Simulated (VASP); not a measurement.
Band structure of O$_{2}$ (space group C2/c). These are PBEsol GGA, VASP's PBE PAW potentials (set 64) (plane waves; VASP) values and carry that method's errors.

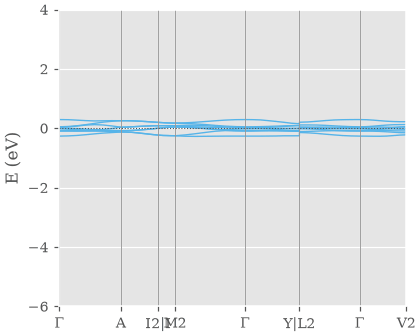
Bands along high-symmetry lines, zero at the valence-band maximum or, without a gap, the Fermi level

Task: Read the plot: is there a gap, and where are the band edges?

Result: It has no gap at this level: it comes out as a metal or semimetal.

The structure comes from a computed database's O2 entry; how it stands against other phases isn't given here. The cell was not relaxed at this level.
